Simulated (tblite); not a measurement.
**Geometry relaxation, with input and output: CoH$_{10}$ClO$_{5}$ (charge +2)**

CoH$_{10}$ClO$_{5}$, charge +2, computed with GFN1-xTB, R-SCC, ALPB solvent methanol (tblite 0.8.0).

The geometry comes from this level: GFN2-xTB.

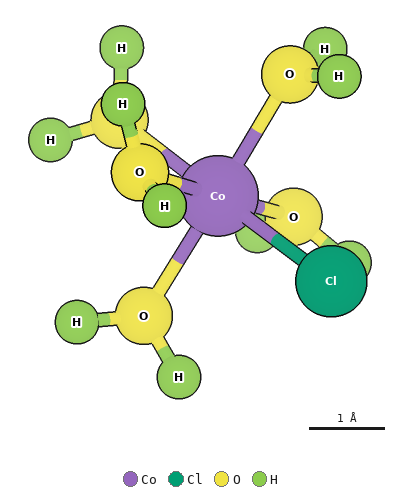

Fig. 1: The starting structure (ball-and-stick view, seen at a tilt). Sticks mark near contacts. Bond lengths as drawn: Cl–Co 2.25 Å, Co–O 1.90 to 1.99 Å and H–O 0.97 Å.

Input file (calc.py):
```python
"""GFN1-xTB geometry optimisation with ASE"""
import json
import numpy as np
from ase import Atoms
from ase.units import Bohr
from tblite.ase import TBLite
from ase.units import kJ, mol as mol_
from ase.units import Debye
from ase.optimize import LBFGS

molecule = Atoms(["Co", "Cl", "O", "H", "H", "O", "H", "H", "O", "H", "H", "O", "H", "H", "O", "H", "H"], positions=Bohr * np.array([
    [0.033939, -0.013304, 0.386279],
    [0.159587, -0.107866, 4.629546],
    [0.001209, 0.092748, -3.381211],
    [-0.215221, 1.669063, -4.278132],
    [-0.714713, -1.229607, -4.416895],
    [3.634548, 0.017253, 0.208437],
    [4.444107, -0.976025, -1.109061],
    [4.550649, -0.271119, 1.765685],
    [-3.571167, -0.024831, 0.461773],
    [-4.508660, 1.312415, -0.377529],
    [-4.295725, -0.210723, 2.132726],
    [0.097548, 3.585585, 0.408767],
    [1.678795, 4.340984, -0.145925],
    [-0.295137, 4.357652, 2.023594],
    [0.021127, -3.620243, 0.253998],
    [-1.466749, -4.477441, -0.393309],
    [0.445862, -4.444522, 1.831258],
]))
start = molecule.get_positions()

molecule.calc = TBLite(
    method="GFN1-xTB",
    charge=2,
    solvation=("alpb", "methanol"),
    verbosity=0,
)
opt = LBFGS(molecule, trajectory="opt.traj", logfile="-")
done = opt.run(fmax=0.005, steps=400)
print("converged:", done, "after", opt.nsteps, "steps")
print(f"E: {molecule.get_potential_energy() / (kJ / mol_):.6f} kJ/mol")
print(f"Dipole: {np.linalg.norm(molecule.get_dipole_moment()) / Debye:.4f} D")
for a, q in zip(molecule, molecule.get_charges()):
    print(f"{a.symbol}{a.index + 1} {q:+.4f}")
print("Final positions (angstrom):")
for a in molecule:
    print(f"{a.symbol:<2} {a.x:12.6f} {a.y:12.6f} {a.z:12.6f}")
print(f"largest displacement {np.linalg.norm(molecule.positions - start, axis=1).max():.4f} angstrom")
json.dump(dict(energy=molecule.get_potential_energy(), forces=molecule.get_forces().tolist(), dipole=molecule.get_dipole_moment().tolist(), charges=molecule.get_charges().tolist(),
               symbols=molecule.get_chemical_symbols(), start=start.tolist(), final=molecule.positions.tolist(), success=bool(done)), open("results.json", "w"))
```

Hardware: 1 thread of AMD EPYC (Zen 5), 16 GiB of memory available, shared host.

Launch command:
```bash
python calc.py
```

The program's output:
```
Step     Time          Energy          fmax
LBFGS:    0 19:50:57     -978.505086        1.105362
LBFGS:    1 19:50:57     -978.536074        0.880938
LBFGS:    2 19:50:57     -978.566345        0.361232
LBFGS:    3 19:50:57     -978.575870        0.527471
LBFGS:    4 19:50:57     -978.591566        0.457766
LBFGS:    5 19:50:57     -978.599182        0.214840
LBFGS:    6 19:50:57     -978.602077        0.153939
LBFGS:    7 19:50:57     -978.603893        0.195339
LBFGS:    8 19:50:57     -978.607455        0.288447
LBFGS:    9 19:50:57     -978.610974        0.241302
LBFGS:   10 19:50:57     -978.612935        0.161494
LBFGS:   11 19:50:57     -978.614785        0.061124
LBFGS:   12 19:50:57     -978.615307        0.069112
LBFGS:   13 19:50:57     -978.617289        0.101715
LBFGS:   14 19:50:57     -978.618322        0.078116
LBFGS:   15 19:50:57     -978.619294        0.084080
LBFGS:   16 19:50:57     -978.620130        0.090847
LBFGS:   17 19:50:57     -978.621303        0.091026
LBFGS:   18 19:50:57     -978.622213        0.079640
LBFGS:   19 19:50:57     -978.622681        0.049932
LBFGS:   20 19:50:57     -978.622970        0.037345
LBFGS:   21 19:50:57     -978.623270        0.051773
LBFGS:   22 19:50:57     -978.623720        0.077861
LBFGS:   23 19:50:57     -978.624301        0.086833
LBFGS:   24 19:50:57     -978.624780        0.066239
LBFGS:   25 19:50:57     -978.625040        0.040647
LBFGS:   26 19:50:57     -978.625206        0.042787
LBFGS:   27 19:50:57     -978.625402        0.043650
LBFGS:   28 19:50:57     -978.625700        0.077117
LBFGS:   29 19:50:57     -978.626072        0.093583
LBFGS:   30 19:50:57     -978.626428        0.075024
LBFGS:   31 19:50:57     -978.626699        0.044918
LBFGS:   32 19:50:57     -978.626885        0.030975
LBFGS:   33 19:50:57     -978.627038        0.049653
LBFGS:   34 19:50:57     -978.627221        0.054464
LBFGS:   35 19:50:57     -978.627436        0.038170
LBFGS:   36 19:50:57     -978.627664        0.032436
LBFGS:   37 19:50:57     -978.627970        0.045129
LBFGS:   38 19:50:57     -978.628386        0.083564
LBFGS:   39 19:50:57     -978.628999        0.111459
LBFGS:   40 19:50:57     -978.629826        0.104090
LBFGS:   41 19:50:57     -978.630837        0.095044
LBFGS:   42 19:50:57     -978.631553        0.076327
LBFGS:   43 19:50:57     -978.632038        0.143578
LBFGS:   44 19:50:57     -978.632558        0.114299
LBFGS:   45 19:50:57     -978.633214        0.056011
LBFGS:   46 19:50:57     -978.634018        0.044335
LBFGS:   47 19:50:57     -978.634764        0.072840
LBFGS:   48 19:50:57     -978.635592        0.056979
LBFGS:   49 19:50:57     -978.636065        0.040871
LBFGS:   50 19:50:57     -978.636373        0.061482
LBFGS:   51 19:50:57     -978.636798        0.062426
LBFGS:   52 19:50:57     -978.637397        0.076781
LBFGS:   53 19:50:57     -978.638898        0.210627
LBFGS:   54 19:50:57     -978.639900        0.118200
LBFGS:   55 19:50:57     -978.640786        0.090661
LBFGS:   56 19:50:57     -978.641293        0.139831
LBFGS:   57 19:50:57     -978.641702        0.118503
LBFGS:   58 19:50:57     -978.642066        0.037739
LBFGS:   59 19:50:57     -978.642442        0.052547
LBFGS:   60 19:50:57     -978.642867        0.051528
LBFGS:   61 19:50:57     -978.643552        0.046076
LBFGS:   62 19:50:57     -978.644358        0.071155
LBFGS:   63 19:50:57     -978.644549        0.124796
LBFGS:   64 19:50:57     -978.645338        0.092482
LBFGS:   65 19:50:57     -978.645757        0.064261
LBFGS:   66 19:50:57     -978.646620        0.044132
LBFGS:   67 19:50:57     -978.646806        0.047619
LBFGS:   68 19:50:58     -978.647294        0.042908
LBFGS:   69 19:50:58     -978.647540        0.044307
LBFGS:   70 19:50:58     -978.647873        0.037151
LBFGS:   71 19:50:58     -978.648178        0.041607
LBFGS:   72 19:50:58     -978.648580        0.055271
LBFGS:   73 19:50:58     -978.648897        0.047661
LBFGS:   74 19:50:58     -978.649142        0.025656
LBFGS:   75 19:50:58     -978.649272        0.025908
LBFGS:   76 19:50:58     -978.649334        0.022295
LBFGS:   77 19:50:58     -978.649391        0.024274
LBFGS:   78 19:50:58     -978.649465        0.016307
LBFGS:   79 19:50:58     -978.649523        0.022862
LBFGS:   80 19:50:58     -978.649573        0.016668
LBFGS:   81 19:50:58     -978.649625        0.021659
LBFGS:   82 19:50:58     -978.649685        0.022985
LBFGS:   83 19:50:58     -978.649742        0.014992
LBFGS:   84 19:50:58     -978.649797        0.014224
LBFGS:   85 19:50:58     -978.649842        0.015320
LBFGS:   86 19:50:58     -978.649882        0.021860
LBFGS:   87 19:50:58     -978.649923        0.024036
LBFGS:   88 19:50:58     -978.649981        0.022670
LBFGS:   89 19:50:58     -978.650067        0.027414
LBFGS:   90 19:50:58     -978.650169        0.022545
LBFGS:   91 19:50:58     -978.650240        0.016484
LBFGS:   92 19:50:58     -978.650269        0.013401
LBFGS:   93 19:50:58     -978.650281        0.013670
LBFGS:   94 19:50:58     -978.650297        0.010139
LBFGS:   95 19:50:58     -978.650322        0.011573
LBFGS:   96 19:50:58     -978.650355        0.016652
LBFGS:   97 19:50:58     -978.650387        0.014601
LBFGS:   98 19:50:58     -978.650406        0.007686
LBFGS:   99 19:50:58     -978.650415        0.006321
LBFGS:  100 19:50:58     -978.650421        0.006907
LBFGS:  101 19:50:58     -978.650429        0.008824
LBFGS:  102 19:50:58     -978.650442        0.012151
LBFGS:  103 19:50:58     -978.650460        0.012591
LBFGS:  104 19:50:58     -978.650474        0.007900
LBFGS:  105 19:50:58     -978.650481        0.005308
LBFGS:  106 19:50:58     -978.650484        0.006987
LBFGS:  107 19:50:58     -978.650487        0.007977
LBFGS:  108 19:50:58     -978.650494        0.008848
LBFGS:  109 19:50:58     -978.650506        0.007881
LBFGS:  110 19:50:58     -978.650519        0.007362
LBFGS:  111 19:50:58     -978.650526        0.004384
converged: True after 111 steps
E: -94425.421754 kJ/mol
Dipole: 3.2590 D
Co1 +0.5514
Cl2 -0.1016
O3 -0.6109
H4 +0.4417
H5 +0.4429
O6 -0.5814
H7 +0.4531
H8 +0.4487
O9 -0.5924
H10 +0.4558
H11 +0.4511
O12 -0.5842
H13 +0.4530
H14 +0.4520
O15 -0.5803
H16 +0.4513
H17 +0.4498
Final positions (angstrom):
Co     0.043265    -0.009884     0.271149
Cl     0.094163    -0.071362     2.410339
O      0.063369     0.055148    -1.780438
H     -0.107161     0.873996    -2.255636
H     -0.239063    -0.667868    -2.337606
O      1.966568    -0.015921     0.211610
H      2.347889    -0.222337    -0.651620
H      2.522750    -0.442349     0.875136
O     -1.890395    -0.006376     0.302772
H     -2.387462     0.317326    -0.456751
H     -2.416520     0.191171     1.087499
O      0.108836     1.916990     0.252376
H      0.952041     2.358874     0.414038
H     -0.584325     2.474070     0.623118
O     -0.038747    -1.931294     0.164889
H     -0.929507    -2.304587     0.151355
H      0.494299    -2.515586     0.717770
largest displacement 0.6419 angstrom
```

Trajectory as extended XYZ (Å, eV, eV/Å), 6 of the 112 frames kept, from step=0 to step=111:
```
17
Properties=species:S:1:pos:R:3:forces:R:3 step=0 energy=-978.50509
Co    0.0180   -0.0070    0.2044    0.0350  -0.0031   0.8768
Cl    0.0844   -0.0571    2.4499   -0.0142   0.0094  -1.1052
O     0.0006    0.0491   -1.7893   -0.0406   0.0236  -0.4348
H    -0.1139    0.8832   -2.2639   -0.0078  -0.1777   0.0561
H    -0.3782   -0.6507   -2.3373    0.0579   0.1581   0.0838
O     1.9233    0.0091    0.1103    0.2342  -0.1285   0.0489
H     2.3517   -0.5165   -0.5869   -0.1473   0.1335   0.2190
H     2.4081   -0.1435    0.9344    0.0889  -0.0117  -0.1141
O    -1.8898   -0.0131    0.2444   -0.2008   0.1278   0.1049
H    -2.3859    0.6945   -0.1998    0.1441  -0.1845   0.1183
H    -2.2732   -0.1115    1.1286   -0.1350   0.0166  -0.0792
O     0.0516    1.8974    0.2163    0.1445   0.1817   0.1255
H     0.8884    2.2971   -0.0772   -0.1844  -0.0665   0.0889
H    -0.1562    2.3060    1.0708    0.0106   0.0937  -0.1061
O     0.0112   -1.9158    0.1344   -0.1237  -0.1891   0.0771
H    -0.7762   -2.3694   -0.2081    0.1581   0.1292   0.1078
H     0.2359   -2.3519    0.9691   -0.0198  -0.1125  -0.0678
17
Properties=species:S:1:pos:R:3:forces:R:3 step=22 energy=-978.62372
Co    0.0335   -0.0071    0.2526   -0.0068  -0.0429  -0.0646
Cl    0.1114   -0.0642    2.3879    0.0034   0.0041   0.0183
O     0.0072    0.0505   -1.8026    0.0123  -0.0083  -0.0022
H    -0.1315    0.8755   -2.2792   -0.0062  -0.0454   0.0212
H    -0.3685   -0.6513   -2.3438    0.0220   0.0478   0.0314
O     1.9556   -0.0057    0.1507    0.0243   0.0013   0.0009
H     2.3395   -0.5031   -0.5834   -0.0179   0.0177   0.0230
H     2.5209   -0.1508    0.9208   -0.0084   0.0013  -0.0270
O    -1.8961   -0.0057    0.2882   -0.0185   0.0037   0.0084
H    -2.3651    0.6617   -0.2284    0.0149  -0.0286   0.0161
H    -2.3944   -0.1242    1.1080    0.0073   0.0173  -0.0254
O     0.0694    1.9170    0.2510   -0.0004   0.0311   0.0097
H     0.8866    2.3310   -0.0584   -0.0109  -0.0135   0.0275
H    -0.2146    2.4216    1.0252   -0.0044  -0.0078  -0.0340
O    -0.0001   -1.9364    0.1678   -0.0083  -0.0047   0.0103
H    -0.8045   -2.3353   -0.1885    0.0128   0.0139   0.0256
H     0.2509   -2.4735    0.9321   -0.0152   0.0129  -0.0392
17
Properties=species:S:1:pos:R:3:forces:R:3 step=44 energy=-978.63256
Co    0.0478   -0.0100    0.2538   -0.0206  -0.0906   0.0508
Cl    0.1000   -0.0758    2.3929    0.0172   0.0160  -0.0223
O     0.0481    0.0491   -1.7925    0.0114   0.0155  -0.0101
H    -0.1659    0.8666   -2.2510    0.0095   0.0643  -0.0036
H    -0.3138   -0.6597   -2.3301   -0.0063  -0.0763  -0.0220
O     1.9716   -0.0016    0.1698   -0.0420   0.0484  -0.0054
H     2.3512   -0.4221   -0.6109    0.0343  -0.0131  -0.0283
H     2.5593   -0.1848    0.9125   -0.0061  -0.0218   0.0193
O    -1.8825   -0.0176    0.2819    0.0336  -0.0441   0.0250
H    -2.3702    0.5684   -0.3070   -0.0306   0.0211  -0.0269
H    -2.3811   -0.0644    1.1077   -0.0278   0.0173   0.0045
O     0.0780    1.9143    0.2350    0.0638  -0.0715  -0.0623
H     0.9409    2.3261    0.0968    0.0097   0.0223   0.0175
H    -0.3786    2.4383    0.9015   -0.0405   0.0652   0.0669
O    -0.0150   -1.9418    0.1546   -0.0143   0.0775  -0.0146
H    -0.8868   -2.2788   -0.0887   -0.0055  -0.0368   0.0054
H     0.2971   -2.5063    0.8738    0.0141   0.0067   0.0060
17
Properties=species:S:1:pos:R:3:forces:R:3 step=67 energy=-978.64681
Co    0.0464   -0.0069    0.2584    0.0256  -0.0086   0.0010
Cl    0.1273   -0.0872    2.3963   -0.0346   0.0223   0.0003
O     0.0565    0.0623   -1.7936   -0.0135  -0.0326  -0.0071
H    -0.1771    0.8684   -2.2637    0.0090   0.0123  -0.0007
H    -0.2236   -0.6770   -2.3422   -0.0020   0.0184   0.0190
O     1.9716    0.0028    0.1974   -0.0077  -0.0246  -0.0042
H     2.3675   -0.2763   -0.6385   -0.0032   0.0015   0.0039
H     2.5232   -0.3528    0.9057   -0.0039  -0.0089  -0.0151
O    -1.8883   -0.0024    0.2986   -0.0057  -0.0020  -0.0243
H    -2.3983    0.3624   -0.4341    0.0200  -0.0176   0.0279
H    -2.4154    0.1142    1.0984   -0.0045   0.0156  -0.0007
O     0.1131    1.9147    0.2430   -0.0223   0.0279   0.0315
H     0.9694    2.3291    0.4101    0.0101   0.0259  -0.0095
H    -0.5582    2.4656    0.6626    0.0145  -0.0176  -0.0098
O    -0.0342   -1.9272    0.1503    0.0204  -0.0250   0.0112
H    -0.9286   -2.2877    0.0933   -0.0046  -0.0053  -0.0059
H     0.4489   -2.5020    0.7581    0.0023   0.0183  -0.0172
17
Properties=species:S:1:pos:R:3:forces:R:3 step=89 energy=-978.65007
Co    0.0452   -0.0056    0.2667   -0.0010  -0.0054   0.0049
Cl    0.0956   -0.0685    2.4060    0.0020  -0.0010  -0.0006
O     0.0608    0.0577   -1.7846    0.0002   0.0029   0.0035
H    -0.1292    0.8726   -2.2594    0.0052  -0.0033   0.0000
H    -0.2421   -0.6712   -2.3339    0.0008   0.0036  -0.0001
O     1.9677   -0.0163    0.2079    0.0079   0.0096   0.0154
H     2.3508   -0.2519   -0.6467    0.0057   0.0005  -0.0150
H     2.5215   -0.4233    0.8859   -0.0081   0.0015  -0.0057
O    -1.8873   -0.0004    0.3010   -0.0093  -0.0098   0.0170
H    -2.3944    0.3170   -0.4541   -0.0019   0.0080  -0.0092
H    -2.4121    0.1814    1.0905   -0.0023  -0.0003  -0.0050
O     0.1089    1.9220    0.2537   -0.0096  -0.0029   0.0057
H     0.9538    2.3597    0.4193   -0.0038   0.0027  -0.0030
H    -0.5816    2.4714    0.6422    0.0206  -0.0137  -0.0117
O    -0.0297   -1.9287    0.1568    0.0005  -0.0076   0.0114
H    -0.9173   -2.3078    0.1197   -0.0042   0.0064   0.0008
H     0.4892   -2.5082    0.7287   -0.0027   0.0088  -0.0084
17
Properties=species:S:1:pos:R:3:forces:R:3 step=111 energy=-978.65053
Co    0.0433   -0.0099    0.2712   -0.0013  -0.0005   0.0012
Cl    0.0942   -0.0714    2.4103   -0.0013   0.0013   0.0003
O     0.0634    0.0551   -1.7804    0.0000  -0.0010  -0.0005
H    -0.1072    0.8740   -2.2556   -0.0007  -0.0004   0.0002
H    -0.2391   -0.6679   -2.3376    0.0004  -0.0002   0.0002
O     1.9666   -0.0159    0.2116   -0.0014   0.0036   0.0008
H     2.3479   -0.2223   -0.6516    0.0027  -0.0022   0.0004
H     2.5227   -0.4424    0.8751    0.0008  -0.0015  -0.0031
O    -1.8904   -0.0064    0.3028    0.0010   0.0037   0.0022
H    -2.3875    0.3173   -0.4567    0.0007   0.0011  -0.0022
H    -2.4165    0.1912    1.0875   -0.0026  -0.0006   0.0029
O     0.1088    1.9170    0.2524    0.0012  -0.0012  -0.0036
H     0.9520    2.3589    0.4140    0.0010   0.0002  -0.0010
H    -0.5843    2.4741    0.6231   -0.0004  -0.0011   0.0016
O    -0.0387   -1.9313    0.1649   -0.0005  -0.0015  -0.0002
H    -0.9295   -2.3046    0.1514   -0.0024  -0.0007   0.0003
H     0.4943   -2.5156    0.7178    0.0028   0.0013   0.0005
```

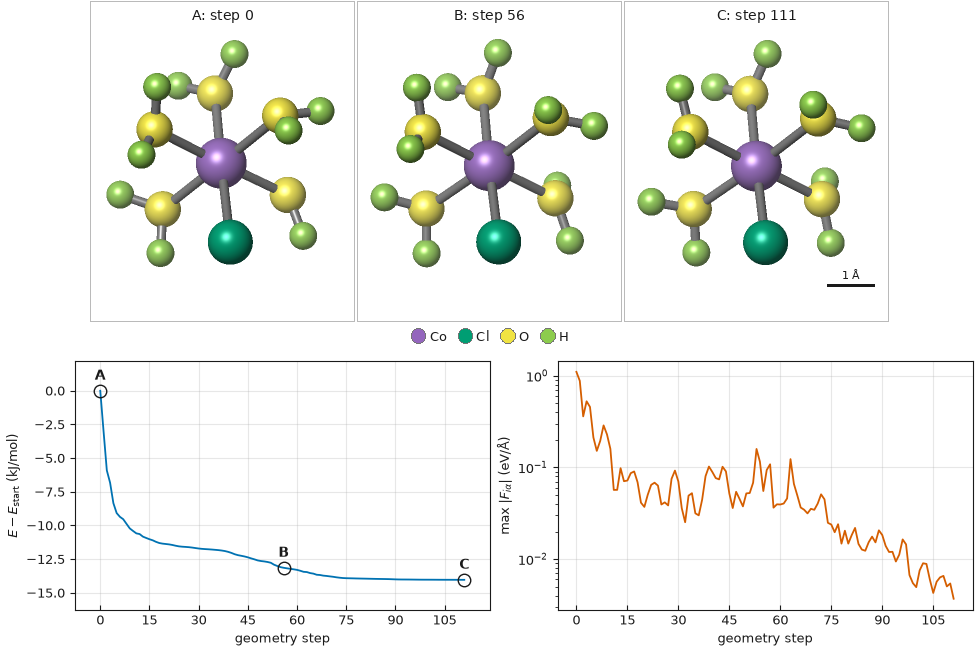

Fig. 2: Frames of the relaxation (ball-and-stick view, seen at a tilt) above the curves, on which the letters mark them (steps are counted from 0).

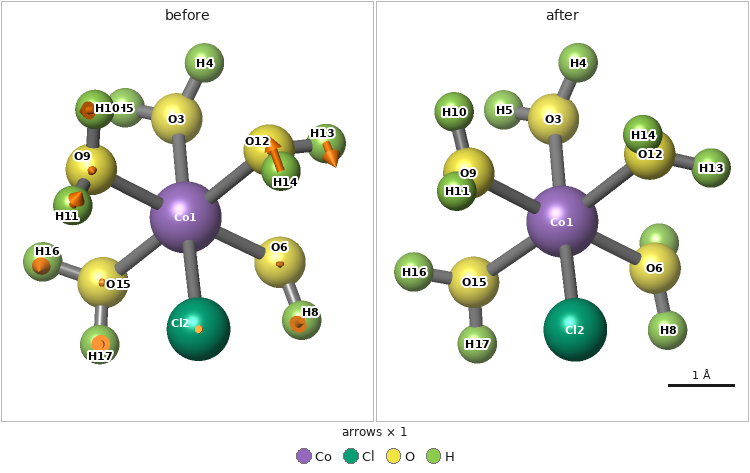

Fig. 3: Before (left) and after (right) the relaxation, at one scale (ball-and-stick view, seen at a tilt). The orange arrows give the displacements, at true length. The energy falls by 14.0 kJ/mol in 111 geometry steps. Largest force component: 1.1 eV/Å at the start, 0.0037 eV/Å at the end. The atom that moves furthest after the best rigid fit is H14 (0.59 Å). By element the largest moves are H 0.59 Å, O 0.11 Å, Cl 0.08 Å, Co 0.07 Å. Among the contacts that change: Co1–Cl2 2.247 → 2.141 Å, Co1–O3 1.995 → 2.053 Å, Co1–O12 1.905 → 1.928 Å, Co1–O6 1.908 → 1.924 Å. Among the angles that change: Co1–O9–H11 114.5° → 124.0°, Co1–O12–H14 115.0° → 123.3°, Co1–O6–H8 117.2° → 123.8°. (Atoms are counted from 1 in the order of the input.)

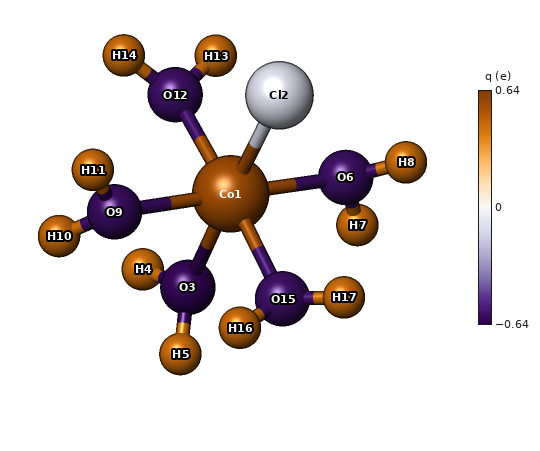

Fig. 4: Mulliken charges, as the colour of each atom (ball-and-stick view, seen at a tilt; atoms are numbered from 1 in the order of the input). By element: Co +0.55, Cl −0.10, O −0.61 to −0.58 and H +0.44 to +0.46 e.

Results in brief:

| quantity | value |
| --- | --- |
| outcome | converged |
| total energy | −35.964743 hartree |
| largest force | 0.004 eV/Å |
| wall time | 1.1 s |
| peak memory | 0.11 GiB |

Notes:

Settings chosen away from the usual ones: fmax.
